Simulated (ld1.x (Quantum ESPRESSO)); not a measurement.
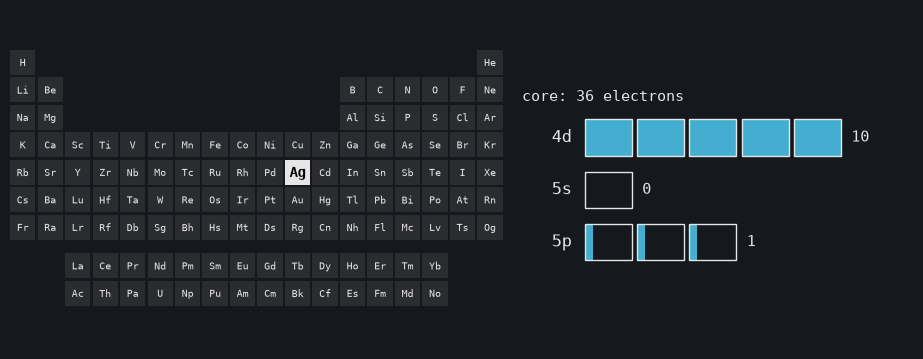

Left, the place of silver in the periodic table; right, the valence shells of the reference configuration: a box for each of the 2l + 1 orbitals, shaded by the share of the shell that is filled, with the electron count at the right.

## Pseudopotential generation for Ag (part 1 of 2)

- system: silver (Ag, Z = 47), core [Kr], reference valence 4d10 5s0 5p1, valence charge 11.
- method: RRKJ potential, PBE, fully relativistic, made with ld1.x (Quantum ESPRESSO) 7.5

### Input file
```
 &input
   title='Ag', zed=47., rel=2, dft='PBE', iswitch=3,
   config='[Kr] 4d10 5s0 5p1', rel_dist='average',
   nld=5, rlderiv=3.10, eminld=-3.0, emaxld=5.0, deld=0.02
 /
 &inputp
   pseudotype=2, tm=.false., rho0=0.001, lloc=2,
   nlcc=.false.,
   file_pseudopw='Ag.UPF', file_wfcaegen='ae.wfc', file_wfcncgen='nc.wfc', file_beta='beta', file_chi='chi'
 /
3
5S  1  0   0.00   0.00  1.95  1.95  0.0
5P  2  1   1.00   0.00  2.85  2.85  0.0
4D  3  2  10.00   0.00  1.85  1.85  0.0
 &test
   configts(1)='4d10 5s0 5p1'
 /
```

Hardware: 1 CPU thread, shared host.

Command:
```bash
ld1.x < Ag.in > Ag.out
```

### Log
```
     Program LD1 v.7.5
     --------------------------- All-electron run ----------------------------

     Ag
     dirac relativistic calculation

     atomic number is 47.00
     dft =PBE   lsd =0 sic =0 latt =0  beta=0.20 tr2=1.0E-14
     Exchange-correlation= PBE
                           (   1   4   3   4   0   0   0)
     mesh =1237 r(mesh) =  99.46963 a.u. xmin = -7.00 dx = 0.01250
     1 Ry =  13.60569312 eV, c = 137.03599908

     n l j   nl                  e(Ry)          e(Ha)          e(eV)
     Spin orbit split results
     1 0 0.5 1S 1( 2.00)     -1860.8063      -930.4031    -25317.5593
     2 0 0.5 2S 1( 2.00)      -274.0244      -137.0122     -3728.2915
     2 1 0.5 2P 1( 2.00)      -254.6507      -127.3254     -3464.6997
     2 1 1.5 2P 1( 4.00)      -241.7643      -120.8821     -3289.3702
     3 0 0.5 3S 1( 2.00)       -50.3561       -25.1781      -685.1302
     3 1 0.5 3P 1( 2.00)       -42.6509       -21.3255      -580.2952
     3 1 1.5 3P 1( 4.00)       -40.3768       -20.1884      -549.3539
     4 0 0.5 4S 1( 2.00)        -7.1301        -3.5650       -97.0094
     4 1 0.5 4P 1( 2.00)        -4.7092        -2.3546       -64.0718
     4 1 1.5 4P 1( 4.00)        -4.3359        -2.1680       -58.9933
     3 2 1.5 3D 1( 4.00)       -26.7405       -13.3702      -363.8227
     3 2 2.5 3D 1( 6.00)       -26.2826       -13.1413      -357.5923
     4 2 1.5 4D 1( 4.00)        -0.7180        -0.3590        -9.7689
     4 2 2.5 4D 1( 6.00)        -0.6767        -0.3383        -9.2063
     5 0 0.5 5S 1( 0.00)        -0.4229        -0.2114        -5.7532
     5 1 0.5 5P 1( 0.33)        -0.1316        -0.0658        -1.7906
     5 1 1.5 5P 1( 0.67)        -0.1209        -0.0604        -1.6449
     Averaged results
     1 0     1S 1( 2.00)     -1860.8063      -930.4031    -25317.5593
     2 0     2S 1( 2.00)      -274.0244      -137.0122     -3728.2915
     2 1     2P 1( 6.00)      -246.0597      -123.0299     -3347.8134
     3 0     3S 1( 2.00)       -50.3561       -25.1781      -685.1302
     3 1     3P 1( 6.00)       -41.1348       -20.5674      -559.6677
     4 0     4S 1( 2.00)        -7.1301        -3.5650       -97.0094
     4 1     4P 1( 6.00)        -4.4603        -2.2302       -60.6861
     3 2     3D 1(10.00)       -26.4657       -13.2329      -360.0845
     4 2     4D 1(10.00)        -0.6932        -0.3466        -9.4313
     5 0     5S 1( 0.00)        -0.4229        -0.2114        -5.7532
     5 1     5P 1( 1.00)        -0.1245        -0.0622        -1.6934

     final scf error:  3.1E-15 reached in  29 iterations

     Etot =  -10634.203851 Ry,   -5317.101926 Ha, -144685.714207 eV

     Ekin =   11129.214910 Ry,    5564.607455 Ha,  151420.682762 eV
     Encl =  -25783.514534 Ry,  -12891.757267 Ha, -350802.586376 eV
     Eh   =    4318.859671 Ry,    2159.429836 Ha,   58761.079325 eV
     Exc  =    -298.763898 Ry,    -149.381949 Ha,   -4064.889918 eV

     normalization and overlap integrals

     s(1S/1S) =  1.000000  <r> =   0.0311  <r2> =    0.0013  r(max) =   0.0202
     s(2S/2S) =  1.000000  <r> =   0.1345  <r2> =    0.0214  r(max) =   0.1136
     s(2P/2P) =  1.000000  <r> =   0.1141  <r2> =    0.0160  r(max) =   0.0885
     s(2P/2P) =  1.000000  <r> =   0.1192  <r2> =    0.0173  r(max) =   0.0930
     s(3S/3S) =  1.000000  <r> =   0.3683  <r2> =    0.1553  r(max) =   0.3328
     s(3P/3P) =  1.000000  <r> =   0.3600  <r2> =    0.1508  r(max) =   0.3206
     s(3P/3P) =  1.000000  <r> =   0.3709  <r2> =    0.1598  r(max) =   0.3287
     s(4S/4S) =  1.000000  <r> =   0.9124  <r2> =    0.9441  r(max) =   0.8186
     s(4P/4P) =  1.000000  <r> =   0.9799  <r2> =    1.1017  r(max) =   0.8606
     s(4P/4P) =  1.000000  <r> =   1.0116  <r2> =    1.1746  r(max) =   0.8824
     s(3D/3D) =  1.000000  <r> =   0.3437  <r2> =    0.1409  r(max) =   0.2725
     s(3D/3D) =  1.000000  <r> =   0.3472  <r2> =    0.1436  r(max) =   0.2759
     s(4D/4D) =  1.000000  <r> =   1.3868  <r2> =    2.3751  r(max) =   1.0252
     s(4D/4D) =  1.000000  <r> =   1.4110  <r2> =    2.4651  r(max) =   1.0381
     s(5S/5S) =  1.000000  <r> =   3.0463  <r2> =   10.7838  r(max) =   2.4287
     s(5P/5P) =  1.000000  <r> =   4.6248  <r2> =   25.6751  r(max) =   3.4465
     s(5P/5P) =  1.000000  <r> =   4.8437  <r2> =   28.1230  r(max) =   3.6232

     ------------------------ End of All-electron run ------------------------

     --------------------- Generating NC pseudopotential ---------------------

      Generating local pot.: lloc=2, j= 1.50, matching radius rcloc =   1.8500

      Generating local pot.: lloc=2, j= 2.50, matching radius rcloc =   1.8500

     Fully relativistic calculation: |psi|^2

     Wfc 5S LC norm =  0.99995977 SC norm =  0.00003859 missing  0.00000164

     Wfc 5P LC norm =  0.99998398 SC norm =  0.00001588 missing  0.00000014

     Wfc 5P LC norm =  0.99998562 SC norm =  0.00001177 missing  0.00000261

      Wfc   5S  rcut= 1.964  Estimated cut-off energy=       31.04 Ry
      Using 4 Bessel functions for this wfc, rho(0) = 0.001
     l=   0 Node at 0.00001940
     l=   0 Node at 0.00001965
     l=   0 Node at 0.00001989
     l=   0 Node at 0.00002014
     l=   0 Node at 0.00002040
     l=   0 Node at 0.00002065
     l=   0 Node at 0.00002091
     l=   0 Node at 0.00002118
     l=   0 Node at 0.00002144
     l=   0 Node at 0.00002171
     l=   0 Node at 0.00002199
     l=   0 Node at 0.00002226
     l=   0 Node at 0.00002254
     l=   0 Node at 0.00002283
     l=   0 Node at 0.00002311
     l=   0 Node at 0.00002340
     l=   0 Node at 0.00002370
     l=   0 Node at 0.00002400
     l=   0 Node at 0.00002430
     l=   0 Node at 0.00002460
     l=   0 Node at 0.00002491
     l=   0 Node at 0.00002523
     l=   0 Node at 0.00002554
     l=   0 Node at 0.00002586
     l=   0 Node at 0.00002619
     l=   0 Node at 0.00002652
     l=   0 Node at 0.00002685
     l=   0 Node at 0.00002719
     l=   0 Node at 0.00002753
     l=   0 Node at 0.00002788
     l=   0 Node at 0.00002823
     l=   0 Node at 0.00002858
     l=   0 Node at 0.00002894
     l=   0 Node at 0.00002931
     l=   0 Node at 0.00002968
     l=   0 Node at 0.00003005
     l=   0 Node at 0.00003043
     l=   0 Node at 0.00003081
     l=   0 Node at 0.00003120
     l=   0 Node at 0.00003159
     l=   0 Node at 0.00003199
     l=   0 Node at 0.00003239
     l=   0 Node at 0.00003280
     l=   0 Node at 0.00003321
     l=   0 Node at 0.00003363
     l=   0 Node at 0.00003405
     l=   0 Node at 0.00003448
     l=   0 Node at 0.00003491
     l=   0 Node at 0.00003535
     l=   0 Node at 0.00003580
     l=   0 Node at 0.00003625
     l=   0 Node at 0.00003670
     l=   0 Node at 0.00003716
     l=   0 Node at 0.00003763
     l=   0 Node at 0.00003811
     l=   0 Node at 0.00003858
     l=   0 Node at 0.00003907
     l=   0 Node at 0.00003956
     l=   0 Node at 0.00004006
     l=   0 Node at 0.00004056
     l=   0 Node at 0.00004107
     l=   0 Node at 0.00004159
     l=   0 Node at 0.00004211
     l=   0 Node at 0.00004264
     l=   0 Node at 0.00004318
     l=   0 Node at 0.00004372
     l=   0 Node at 0.00004427
     l=   0 Node at 0.00004483
     l=   0 Node at 0.00004539
     l=   0 Node at 0.00004596
     l=   0 Node at 0.00004654
     l=   0 Node at 0.00004713
     l=   0 Node at 0.00004772
     l=   0 Node at 0.00004832
     l=   0 Node at 0.00004893
     l=   0 Node at 0.00004954
     l=   0 Node at 0.00005017
     l=   0 Node at 0.00005080
     l=   0 Node at 0.00005144
     l=   0 Node at 0.00005208
     l=   0 Node at 0.00005274
     l=   0 Node at 0.00005340
     l=   0 Node at 0.00005407
     l=   0 Node at 0.00005475
     l=   0 Node at 0.00005544
     l=   0 Node at 0.00005614
     l=   0 Node at 0.00005685
     l=   0 Node at 0.00005756
     l=   0 Node at 0.00005829
     l=   0 Node at 0.00005902
     l=   0 Node at 0.00005976
     l=   0 Node at 0.00006051
     l=   0 Node at 0.00006127
     l=   0 Node at 0.00006205
     l=   0 Node at 0.00006283
     l=   0 Node at 0.00006362
     l=   0 Node at 0.00006442
     l=   0 Node at 0.00006523
     l=   0 Node at 0.00006605
     l=   0 Node at 0.00006688
     l=   0 Node at 0.00006772
     l=   0 Node at 0.00006857
     l=   0 Node at 0.00006943
     l=   0 Node at 0.00007031
     l=   0 Node at 0.00007119
     l=   0 Node at 0.00007209
     l=   0 Node at 0.00007299
     l=   0 Node at 0.00007391
     l=   0 Node at 0.00007484
     l=   0 Node at 0.00007578
     l=   0 Node at 0.00007674
     l=   0 Node at 0.00007770
     l=   0 Node at 0.00007868
     l=   0 Node at 0.00007967
     l=   0 Node at 0.00008067
     l=   0 Node at 0.00008168
     l=   0 Node at 0.00008271
     l=   0 Node at 0.00008375
     l=   0 Node at 0.00008481
     l=   0 Node at 0.00008587
     l=   0 Node at 0.00008695
     l=   0 Node at 0.00008805
     l=   0 Node at 0.00008915
     l=   0 Node at 0.00009028
     l=   0 Node at 0.00009141
     l=   0 Node at 0.00009256
     l=   0 Node at 0.00009372
     l=   0 Node at 0.00009490
     l=   0 Node at 0.00009610
     l=   0 Node at 0.00009731
     l=   0 Node at 0.00009853
     l=   0 Node at 0.00009977
     l=   0 Node at 0.00010102
     l=   0 Node at 0.00010230
     l=   0 Node at 0.00010358
     l=   0 Node at 0.00010488
     l=   0 Node at 0.00010620
     l=   0 Node at 0.00010754
     l=   0 Node at 0.00010889
     l=   0 Node at 0.00011026
     l=   0 Node at 0.00011165
     l=   0 Node at 0.00011305
     l=   0 Node at 0.00011448
     l=   0 Node at 0.00011592
     l=   0 Node at 0.00011737
     l=   0 Node at 0.00011885
     l=   0 Node at 0.00012035
     l=   0 Node at 0.00012186
     l=   0 Node at 0.00012339
     l=   0 Node at 0.00012494
     l=   0 Node at 0.00012652
     l=   0 Node at 0.00012811
     l=   0 Node at 0.00012972
     l=   0 Node at 0.00013135
     l=   0 Node at 0.00013300
     l=   0 Node at 0.00013467
     l=   0 Node at 0.00013637
     l=   0 Node at 0.00013808
     l=   0 Node at 0.00013982
     l=   0 Node at 0.00014158
     l=   0 Node at 0.00014336
     l=   0 Node at 0.00014516
     l=   0 Node at 0.00014699
     l=   0 Node at 0.00014884
     l=   0 Node at 0.00015071
     l=   0 Node at 0.00015261
     l=   0 Node at 0.00015453
     l=   0 Node at 0.00015647
     l=   0 Node at 0.00015844
     l=   0 Node at 0.00016043
     l=   0 Node at 0.00016245
     l=   0 Node at 0.00016449
     l=   0 Node at 0.00016656
     l=   0 Node at 0.00016866
     l=   0 Node at 0.00017078
     l=   0 Node at 0.00017293
     l=   0 Node at 0.00017510
     l=   0 Node at 0.00017730
     l=   0 Node at 0.00017953
     l=   0 Node at 0.00018179
     l=   0 Node at 0.00018408
     l=   0 Node at 0.00018639
     l=   0 Node at 0.00018874
     l=   0 Node at 0.00019111
     l=   0 Node at 0.00019352
     l=   0 Node at 0.00019595
     l=   0 Node at 0.00019842
     l=   0 Node at 0.00020091
     l=   0 Node at 0.00020344
     l=   0 Node at 0.00020600
     l=   0 Node at 0.00020859
     l=   0 Node at 0.00021121
     l=   0 Node at 0.00021387
     l=   0 Node at 0.00021656
     l=   0 Node at 0.00021928
     l=   0 Node at 0.00022204
     l=   0 Node at 0.00022483
     l=   0 Node at 0.00022766
     l=   0 Node at 0.00023053
     l=   0 Node at 0.00023343
     l=   0 Node at 0.00023636
     l=   0 Node at 0.00023933
     l=   0 Node at 0.00024235
     l=   0 Node at 0.00024539
     l=   0 Node at 0.00024848
     l=   0 Node at 0.00025161
     l=   0 Node at 0.00025477
     l=   0 Node at 0.00025798
     l=   0 Node at 0.00026122
     l=   0 Node at 0.00026451
     l=   0 Node at 0.00026783
     l=   0 Node at 0.00027120
     l=   0 Node at 0.00027461
     l=   0 Node at 0.00027807
     l=   0 Node at 0.00028156
     l=   0 Node at 0.00028511
     l=   0 Node at 0.00028869
     l=   0 Node at 0.00029232
     l=   0 Node at 0.00029600
     l=   0 Node at 0.00029972
     l=   0 Node at 0.00030349
     l=   0 Node at 0.00030731
     l=   0 Node at 0.00031118
     l=   0 Node at 0.00031509
     l=   0 Node at 0.00031905
     l=   0 Node at 0.00032307
     l=   0 Node at 0.00032713
     l=   0 Node at 0.00033125
     l=   0 Node at 0.00033541
     l=   0 Node at 0.00033963
     l=   0 Node at 0.00034390
     l=   0 Node at 0.00034823
     l=   0 Node at 0.00035261
     l=   0 Node at 0.00035705
     l=   0 Node at 0.00036154
     l=   0 Node at 0.00036608
     l=   0 Node at 0.00037069
     l=   0 Node at 0.00037535
     l=   0 Node at 0.00038007
     l=   0 Node at 0.00038485
     l=   0 Node at 0.00038969
     l=   0 Node at 0.00039460
     l=   0 Node at 0.00039956
     l=   0 Node at 0.00040459
     l=   0 Node at 0.00040967
     l=   0 Node at 0.00041483
     l=   0 Node at 0.00042005
     l=   0 Node at 0.00042533
     l=   0 Node at 0.00043068
     l=   0 Node at 0.00043610
     l=   0 Node at 0.00044158
     l=   0 Node at 0.00044714
     l=   0 Node at 0.00045276
     l=   0 Node at 0.00045846
     l=   0 Node at 0.00046422
     l=   0 Node at 0.00047006
     l=   0 Node at 0.00047597
     l=   0 Node at 0.00048196
     l=   0 Node at 0.00048802
     l=   0 Node at 0.00049416
     l=   0 Node at 0.00050038
     l=   0 Node at 0.00050667
     l=   0 Node at 0.00051304
     l=   0 Node at 0.00051950
     l=   0 Node at 0.00052603
     l=   0 Node at 0.00053265
     l=   0 Node at 0.00053935
     l=   0 Node at 0.00054613
     l=   0 Node at 0.00055300
     l=   0 Node at 0.00055996
     l=   0 Node at 0.00056700
     l=   0 Node at 0.00057413
     l=   0 Node at 0.00058136
     l=   0 Node at 0.00058867
     l=   0 Node at 0.00059607
     l=   0 Node at 0.00060357
     l=   0 Node at 0.00061116
     l=   0 Node at 0.00061885
     l=   0 Node at 0.00062663
     l=   0 Node at 0.00063452
     l=   0 Node at 0.00064250
     l=   0 Node at 0.00065058
     l=   0 Node at 0.00065876
     l=   0 Node at 0.00066705
     l=   0 Node at 0.00067544
     l=   0 Node at 0.00068394
     l=   0 Node at 0.00069254
     l=   0 Node at 0.00070125
     l=   0 Node at 0.00071007
     l=   0 Node at 0.00071900
     l=   0 Node at 0.00072805
     l=   0 Node at 0.00073720
     l=   0 Node at 0.00074648
     l=   0 Node at 0.00075587
     l=   0 Node at 0.00076537
     l=   0 Node at 0.00077500
     l=   0 Node at 0.00078475
     l=   0 Node at 0.00079462
     l=   0 Node at 0.00080461
     l=   0 Node at 0.00081474
     l=   0 Node at 0.00082498
     l=   0 Node at 0.00083536
     l=   0 Node at 0.00084587
     l=   0 Node at 0.00085651
     l=   0 Node at 0.00086728
     l=   0 Node at 0.00087819
     l=   0 Node at 0.00088924
     l=   0 Node at 0.00090042
     l=   0 Node at 0.00091175
     l=   0 Node at 0.00092322
     l=   0 Node at 0.00093483
     l=   0 Node at 0.00094659
     l=   0 Node at 0.00095849
     l=   0 Node at 0.00097055
     l=   0 Node at 0.00098276
     l=   0 Node at 0.00099512
     l=   0 Node at 0.00100764
     l=   0 Node at 0.00102031
     l=   0 Node at 0.00103315
     l=   0 Node at 0.00104614
     l=   0 Node at 0.00105930
     l=   0 Node at 0.00107262
     l=   0 Node at 0.00108612
     l=   0 Node at 0.00109978
     l=   0 Node at 0.00111361
     l=   0 Node at 0.00112762
     l=   0 Node at 0.00114180
     l=   0 Node at 0.00115616
     l=   0 Node at 0.00117071
     l=   0 Node at 0.00118543
     l=   0 Node at 0.00120034
     l=   0 Node at 0.00121544
     l=   0 Node at 0.00123073
     l=   0 Node at 0.00124621
     l=   0 Node at 0.00126189
     l=   0 Node at 0.00127776
     l=   0 Node at 0.00129383
     l=   0 Node at 0.00131011
     l=   0 Node at 0.00132658
     l=   0 Node at 0.00134327
     l=   0 Node at 0.00136017
     l=   0 Node at 0.00137728
     l=   0 Node at 0.00139460
     l=   0 Node at 0.00141214
     l=   0 Node at 0.00142990
     l=   0 Node at 0.00144789
     l=   0 Node at 0.00146610
     l=   0 Node at 0.00148454
     l=   0 Node at 0.00150322
     l=   0 Node at 0.00152213
     l=   0 Node at 0.00154127
     l=   0 Node at 0.00156066
     l=   0 Node at 0.00158029
     l=   0 Node at 0.00160017
     l=   0 Node at 0.00162029
     l=   0 Node at 0.00164067
     l=   0 Node at 0.00166131
     l=   0 Node at 0.00168221
     l=   0 Node at 0.00170337
     l=   0 Node at 0.00172479
     l=   0 Node at 0.00174649
     l=   0 Node at 0.00176846
     l=   0 Node at 0.00179070
     l=   0 Node at 0.00181323
     l=   0 Node at 0.00183603
     l=   0 Node at 0.00185913
     l=   0 Node at 0.00188251
     l=   0 Node at 0.00190619
     l=   0 Node at 0.00193017
     l=   0 Node at 0.00195445
     l=   0 Node at 0.00197903
     l=   0 Node at 0.00200392
     l=   0 Node at 0.00202913
     l=   0 Node at 0.00205465
     l=   0 Node at 0.00208050
     l=   0 Node at 0.00210667
     l=   0 Node at 0.00213317
     l=   0 Node at 0.00216000
     l=   0 Node at 0.00218717
     l=   0 Node at 0.00221468
     l=   0 Node at 0.00224254
     l=   0 Node at 0.00227074
     l=   0 Node at 0.00229931
     l=   0 Node at 0.00232823
     l=   0 Node at 0.00235751
     l=   0 Node at 0.00238717
     l=   0 Node at 0.00241719
     l=   0 Node at 0.00244760
     l=   0 Node at 0.00247839
     l=   0 Node at 0.00250956
     l=   0 Node at 0.00254113
     l=   0 Node at 0.00257309
     l=   0 Node at 0.00260546
     l=   0 Node at 0.00263823
     l=   0 Node at 0.00267141
     l=   0 Node at 0.00270502
     l=   0 Node at 0.00273904
     l=   0 Node at 0.00277349
     l=   0 Node at 0.00280838
     l=   0 Node at 0.00284370
     l=   0 Node at 0.00287947
     l=   0 Node at 0.00291569
     l=   0 Node at 0.00295237
     l=   0 Node at 0.00298950
     l=   0 Node at 0.00302711
     l=   0 Node at 0.00306518
     l=   0 Node at 0.00310374
     l=   0 Node at 0.00314278
     l=   0 Node at 0.00318231
     l=   0 Node at 0.00322234
     l=   0 Node at 0.00326287
     l=   0 Node at 0.00330391
     l=   0 Node at 0.00334547
     l=   0 Node at 0.00338755
     l=   0 Node at 0.00343016
     l=   0 Node at 0.00347331
     l=   0 Node at 0.00351700
     l=   0 Node at 0.00356124
     l=   0 Node at 0.00360603
     l=   0 Node at 0.00365139
     l=   0 Node at 0.00369732
     l=   0 Node at 0.00374382
     l=   0 Node at 0.00379092
     l=   0 Node at 0.00383860
     l=   0 Node at 0.00388688
     l=   0 Node at 0.00393577
     l=   0 Node at 0.00398528
     l=   0 Node at 0.00403541
     l=   0 Node at 0.00408617
     l=   0 Node at 0.00413757
     l=   0 Node at 0.00418961
     l=   0 Node at 0.00424231
     l=   0 Node at 0.00429567
     l=   0 Node at 0.00434970
     l=   0 Node at 0.00440442
     l=   0 Node at 0.00445982
     l=   0 Node at 0.00451591
     l=   0 Node at 0.00457272
     l=   0 Node at 0.00463024
     l=   0 Node at 0.00468848
     l=   0 Node at 0.00474745
     l=   0 Node at 0.00480717
     l=   0 Node at 0.00486763
     l=   0 Node at 0.00492886
     l=   0 Node at 0.00499086
     l=   0 Node at 0.00505363
     l=   0 Node at 0.00511720
     l=   0 Node at 0.00518157
     l=   0 Node at 0.00524674
     l=   0 Node at 0.00531274
     l=   0 Node at 0.00537957
     l=   0 Node at 0.00544723
     l=   0 Node at 0.00551575
     l=   0 Node at 0.00558513
     l=   0 Node at 0.00565538
     l=   0 Node at 0.00572652
     l=   0 Node at 0.00579855
     l=   0 Node at 0.00587149
     l=   0 Node at 0.00594534
     l=   0 Node at 0.00602012
     l=   0 Node at 0.00609585
     l=   0 Node at 0.00617252
     l=   0 Node at 0.00625016
     l=   0 Node at 0.00632878
     l=   0 Node at 0.00640839
     l=   0 Node at 0.00648900
     l=   0 Node at 0.00657062
     l=   0 Node at 0.00665326
     l=   0 Node at 0.00673695
     l=   0 Node at 0.00682169
     l=   0 Node at 0.00690750
     l=   0 Node at 0.00699438
     l=   0 Node at 0.00708236
```

(Continued in part 2.) Outcome of the run: ended with an error.
